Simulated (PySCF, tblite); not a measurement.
# C7H11Cl: a rotation path, then NMR shifts on frames

How do NMR shifts of C7H11Cl (`C=CC/C(=C\Cl)CC`) change as the atoms move?

Programs: tblite 0.8.0 and PySCF 2.14.0, with density-fitted response routines of our own. Each step states its level of theory. These are calculated values for one molecule in the gas phase, unless marked as measured. Atoms are numbered from 0 throughout.

## Step 1: Starting geometry

19 atoms, charge 0, multiplicity 1; geometry from: GFN2-xTB.

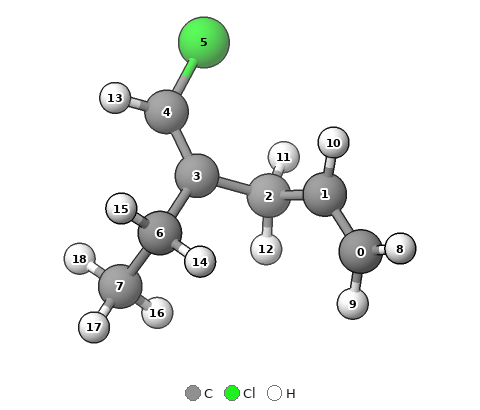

The starting geometry (carbon grey, chlorine green, hydrogen white), atoms numbered; sticks join atoms by distance.

## Step 2: A band between two rotamers with GFN2-xTB

Job settings and geometry (Å):

```
{"job": {"kind": "neb", "xc": "GFN2-xTB", "basis": "xTB", "atoms": [2, 3, 6, 7], "turn": 120}, "charge": 0, "multiplicity": 1}
C      2.462149    -0.281276     1.300663
C      1.976232     0.121224     0.142153
C      0.865536    -0.567934    -0.594305
C     -0.324068     0.347144    -0.687841
C     -0.662280     1.002558    -1.788946
Cl     0.187620     0.883266    -3.288383
C     -1.135008     0.508311     0.568846
C     -2.122303    -0.646324     0.747120
H      3.258348     0.243858     1.800238
H      2.091071    -1.164078     1.796381
H      2.360768     1.011002    -0.338082
H      1.206288    -0.829602    -1.597822
H      0.586308    -1.480992    -0.065835
H     -1.508788     1.669425    -1.840616
H     -0.454767     0.539594     1.422345
H     -1.689310     1.447439     0.536443
H     -1.601191    -1.598551     0.805883
H     -2.694908    -0.512073     1.661670
H     -2.811501    -0.683739    -0.092955
```

Method: GFN2-xTB climbing-image nudged elastic band, gas phase.

Launch:

```
$ OMP_NUM_THREADS=1 python probes_run.py task.json out
```

This one command runs all jobs of the session in turn.

Output:

```text
image   E - E0 / eV
  0      -0.0000
  1       0.0172
  2       0.0463
  3       0.0872
  4       0.1273
  5       0.1359
  6       0.0984
  7       0.0575
  8       0.0045
```

Run time: 3.4 s. Hardware: 1 thread of AMD EPYC 9R45, shared host; peak memory 0.19 GiB.

The final band, with the dihedral C2–C3–C6–C7:

```tsv
image	dihedral (°)	energy (eV)	energy (kcal/mol)
0	-82	0.000	0.0
1	-65	0.017	0.4
2	-48	0.046	1.1
3	-29	0.087	2.0
4	-8	0.127	2.9
5	13	0.136	3.1
6	34	0.098	2.3
7	55	0.057	1.3
8	68	0.005	0.1
```

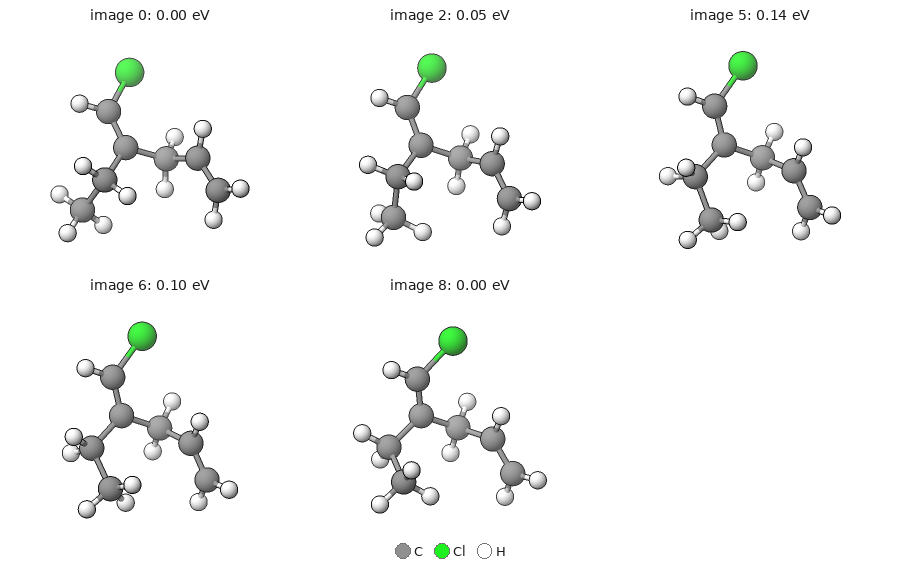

Images along the band.

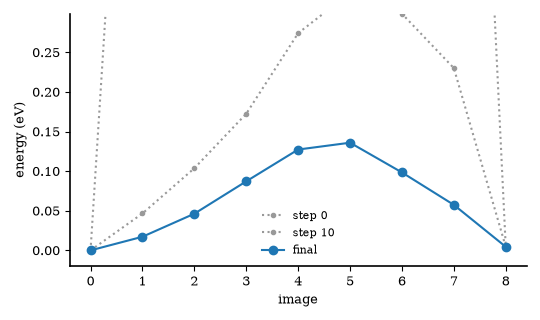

Energy along the band, early and final.

## Step 3: NMR shieldings: image 0, PBE0/pcSseg-1

Job settings and geometry (Å):

```
{"job": {"kind": "nmr", "xc": "PBE0", "basis": "pcSseg-1", "pop": false}, "charge": 0, "multiplicity": 1}
C      2.462100    -0.281300     1.300700
C      1.976200     0.121200     0.142200
C      0.865500    -0.567900    -0.594300
C     -0.324100     0.347100    -0.687800
C     -0.662300     1.002600    -1.788900
Cl     0.187600     0.883300    -3.288400
C     -1.135000     0.508300     0.568800
C     -2.122300    -0.646300     0.747100
H      3.258300     0.243900     1.800200
H      2.091100    -1.164100     1.796400
H      2.360800     1.011000    -0.338100
H      1.206300    -0.829600    -1.597800
H      0.586300    -1.481000    -0.065800
H     -1.508800     1.669400    -1.840600
H     -0.454800     0.539600     1.422300
H     -1.689300     1.447400     0.536400
H     -1.601200    -1.598600     0.805900
H     -2.694900    -0.512100     1.661700
H     -2.811500    -0.683700    -0.093000
```

Method: GIAO PBE0/pcSseg-1 NMR shielding, non-relativistic, gas phase.

Output:

```text
coarse grid: 16048 points
cycle   1  E = -732.8865541005  dE =  8.897e-01  |g| = 4.148e-01  |ddm| = 3.880e+00
cycle   2  E = -732.8786808414  dE =  7.873e-03  |g| = 4.595e-01  |ddm| = 7.602e-01
cycle   3  E = -732.9312679238  dE = -5.259e-02  |g| = 1.069e-01  |ddm| = 4.606e-01
cycle   4  E = -732.9338878765  dE = -2.620e-03  |g| = 3.595e-02  |ddm| = 1.224e-01
cycle   5  E = -732.9341775018  dE = -2.896e-04  |g| = 9.545e-03  |ddm| = 3.315e-02
cycle   6  E = -732.9341976964  dE = -2.019e-05  |g| = 3.524e-03  |ddm| = 1.239e-02
cycle   7  E = -732.9342005942  dE = -2.898e-06  |g| = 1.094e-03  |ddm| = 3.888e-03
final grid: 149296 points
cycle   8  E = -732.9831871283  dE = -5.120e-05  |g| = 9.190e-03  |ddm| = 3.991e-02
cycle   9  E = -732.9831787320  dE =  8.396e-06  |g| = 1.062e-02  |ddm| = 1.803e-02
cycle  10  E = -732.9832080218  dE = -2.929e-05  |g| = 2.039e-03  |ddm| = 1.134e-02
cycle  11  E = -732.9832090074  dE = -9.856e-07  |g| = 4.511e-04  |ddm| = 2.085e-03
cycle  12  E = -732.9832090533  dE = -4.592e-08  |g| = 1.103e-04  |ddm| = 4.572e-04
cycle  13  E = -732.9832090558  dE = -2.483e-09  |g| = 4.167e-05  |ddm| = 1.493e-04
cycle  14  E = -732.9832090562  dE = -4.193e-10  |g| = 1.060e-05  |ddm| = 4.758e-05
converged SCF energy = -732.9832090562

GIAO shielding tensors (ppm)
atom      isotropic    diamagn.    paramagn.     s11        s22        s33       span
  0 C       63.421     253.793    -190.373    -49.340     83.425    156.176    205.517
  1 C       41.619     256.559    -214.940    -79.538     48.328    156.068    235.606
  2 C      147.440     245.369     -97.929    129.414    146.497    166.410     36.996
  3 C       35.055     262.085    -227.030    -79.927     33.593    151.498    231.425
  4 C       62.229     251.219    -188.990    -25.551    101.430    110.808    136.359
  5 Cl     772.485    1147.337    -374.853    563.641    790.680    963.133    399.492
  6 C      156.779     245.834     -89.055    143.854    153.775    172.710     28.856
  7 C      169.503     247.286     -77.783    152.240    169.489    186.779     34.538
  8 H       26.360      28.474      -2.115     23.271     25.350     30.458      7.187
  9 H       26.314      31.590      -5.277     22.475     25.901     30.565      8.091
 10 H       25.812      31.270      -5.458     22.511     25.108     29.816      7.304
 11 H       27.867      30.702      -2.835     23.209     28.255     32.138      8.930
 12 H       29.232      32.320      -3.089     25.786     29.153     32.757      6.971
 13 H       25.722      31.629      -5.907     20.433     27.481     29.251      8.818
 14 H       29.449      32.118      -2.669     25.009     29.534     33.804      8.795
 15 H       29.798      31.967      -2.170     25.184     29.216     34.994      9.810
 16 H       30.504      30.800      -0.296     25.770     30.389     35.353      9.582
 17 H       30.553      28.690       1.863     26.325     27.250     38.084     11.759
 18 H       30.935      29.911       1.024     26.565     29.647     36.591     10.026
```

Run time: 19 s. Hardware: 1 thread of AMD EPYC 9R45, shared host; peak memory 0.83 GiB.

Shifts follow as δ = σ(reference) − σ, with reference shieldings (ppm) from runs at the same level and on the same kind of geometry: 1H TMS 31.72, 13C TMS 186.9, 35Cl HCl 950. The references are single molecules in the gas phase. Each atom is listed at this fixed geometry, with no averaging over motion; a spectrum would average atoms that exchange fast.

```tsv
atoms	environment	σ (ppm)	δ (ppm)
C3	fully substituted alkene carbon	35.1	151.9
C1	alkene CH	41.6	145.3
C4	alkene CH	62.2	124.7
C0	terminal =CH2 carbon	63.4	123.5
C2	allylic sp3 CH2	147.4	39.5
C6	allylic sp3 CH2	156.8	30.1
C7	methyl carbon	169.5	17.4
H13	hydrogen on an alkene CH	25.72	6.00
H10	hydrogen on an alkene CH	25.81	5.91
H9	hydrogen on a terminal =CH2 carbon	26.31	5.40
H8	hydrogen on a terminal =CH2 carbon	26.36	5.36
H11	hydrogen on an allylic sp3 CH2	27.87	3.85
H12	hydrogen on an allylic sp3 CH2	29.23	2.49
H14	hydrogen on an allylic sp3 CH2	29.45	2.27
H15	hydrogen on an allylic sp3 CH2	29.80	1.92
H16	hydrogen on a methyl carbon	30.50	1.21
H17	hydrogen on a methyl carbon	30.55	1.16
H18	hydrogen on a methyl carbon	30.93	0.78
Cl5	chlorine bonded to C	772	177
```

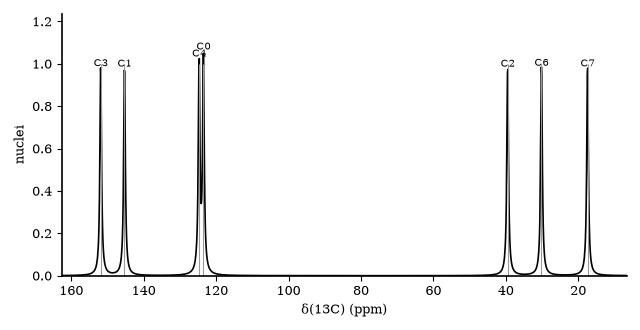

13C lines at the computed shifts, without couplings. Lines are broadened to a width of 0.54 ppm (Lorentzian).

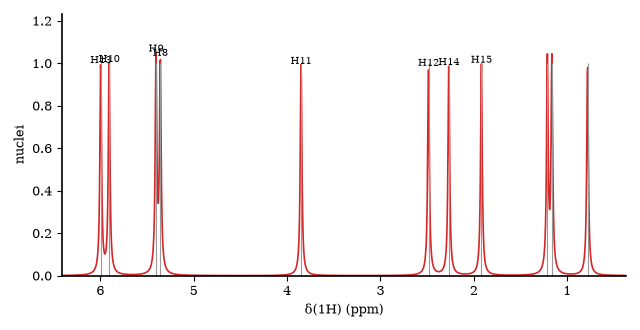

1H lines at the computed shifts, without couplings. Lines are broadened to a width of 0.02 ppm (Lorentzian).

## Step 4: Shielding tensors: image 2, PBE0/pcSseg-1

Job settings and geometry (Å):

```
{"job": {"kind": "nmr", "xc": "PBE0", "basis": "pcSseg-1", "pop": false}, "charge": 0, "multiplicity": 1}
C      2.185800    -0.523300     1.324800
C      1.827100    -0.001400     0.168100
C      0.751500    -0.550300    -0.721900
C     -0.384700     0.431600    -0.815900
C     -0.591500     1.188400    -1.885500
Cl     0.382500     1.143800    -3.312400
C     -1.258000     0.610600     0.399500
C     -1.723800    -0.698100     1.033200
H      2.963300    -0.088900     1.930100
H      1.724700    -1.415700     1.717200
H      2.304500     0.896000    -0.203200
H      1.164200    -0.714800    -1.719100
H      0.392500    -1.503200    -0.333500
H     -1.390000     1.910400    -1.954300
H     -0.691500     1.177300     1.144600
H     -2.131400     1.204600     0.124100
H     -0.885300    -1.257600     1.437100
H     -2.408100    -0.484700     1.851000
H     -2.241600    -1.315400     0.303000
```

With the program's defaults for keys left out, this is: GIAO PBE0/pcSseg-1 NMR shielding, non-relativistic, gas phase.

Output:

```text
coarse grid: 16048 points
cycle   1  E = -732.8859299107  dE =  8.922e-01  |g| = 4.142e-01  |ddm| = 3.895e+00
cycle   2  E = -732.8783696550  dE =  7.560e-03  |g| = 4.579e-01  |ddm| = 7.664e-01
cycle   3  E = -732.9303662013  dE = -5.200e-02  |g| = 1.066e-01  |ddm| = 4.714e-01
cycle   4  E = -732.9329527972  dE = -2.587e-03  |g| = 3.658e-02  |ddm| = 1.244e-01
cycle   5  E = -732.9332543024  dE = -3.015e-04  |g| = 9.565e-03  |ddm| = 3.357e-02
cycle   6  E = -732.9332744909  dE = -2.019e-05  |g| = 3.527e-03  |ddm| = 1.254e-02
cycle   7  E = -732.9332774015  dE = -2.911e-06  |g| = 1.083e-03  |ddm| = 3.954e-03
final grid: 149296 points
cycle   8  E = -732.9821600134  dE = -5.586e-05  |g| = 9.190e-03  |ddm| = 4.031e-02
cycle   9  E = -732.9821508684  dE =  9.145e-06  |g| = 1.076e-02  |ddm| = 1.864e-02
cycle  10  E = -732.9821808718  dE = -3.000e-05  |g| = 2.061e-03  |ddm| = 1.182e-02
cycle  11  E = -732.9821818716  dE = -9.999e-07  |g| = 4.707e-04  |ddm| = 2.113e-03
cycle  12  E = -732.9821819221  dE = -5.050e-08  |g| = 1.120e-04  |ddm| = 4.742e-04
cycle  13  E = -732.9821819247  dE = -2.530e-09  |g| = 4.371e-05  |ddm| = 1.568e-04
cycle  14  E = -732.9821819251  dE = -4.607e-10  |g| = 1.049e-05  |ddm| = 5.021e-05
converged SCF energy = -732.9821819251

GIAO shielding tensors (ppm)
atom      isotropic    diamagn.    paramagn.     s11        s22        s33       span
  0 C       64.326     254.039    -189.713    -49.270     84.375    157.871    207.141
  1 C       42.520     256.807    -214.288    -78.798     49.855    156.501    235.299
  2 C      149.710     245.557     -95.847    129.558    148.147    171.424     41.866
  3 C       36.978     261.252    -224.275    -77.625     39.012    149.546    227.171
  4 C       62.819     250.635    -187.816    -23.926    102.586    109.797    133.723
  5 Cl     772.087    1147.139    -375.052    564.614    789.052    962.596    397.983
  6 C      156.311     245.885     -89.574    140.918    154.570    173.445     32.526
  7 C      173.018     248.358     -75.339    164.097    170.857    184.102     20.005
  8 H       26.337      28.740      -2.403     23.259     25.319     30.434      7.175
  9 H       26.234      31.569      -5.335     22.341     25.893     30.468      8.127
 10 H       25.850      31.384      -5.534     22.535     25.252     29.763      7.228
 11 H       27.894      30.638      -2.744     23.013     28.079     32.591      9.578
 12 H       29.034      32.282      -3.247     25.907     29.032     32.164      6.257
 13 H       25.734      31.213      -5.479     20.443     27.633     29.125      8.682
 14 H       29.257      31.258      -2.001     25.900     27.882     33.989      8.089
 15 H       29.693      31.644      -1.952     24.435     30.182     34.461     10.027
 16 H       30.293      32.090      -1.797     24.936     30.656     35.286     10.349
 17 H       30.608      28.813       1.794     25.987     27.724     38.112     12.125
 18 H       31.018      30.218       0.800     27.252     28.766     37.035      9.784
```

Wall time 19 s (1 thread of AMD EPYC 9R45, shared host); peak memory 0.93 GiB.

In short: δ C3 149.9, C1 144.4, C4 124.1, C0 122.6, H13 5.98, H10 5.87 ppm.

[end of part 1 of 2]
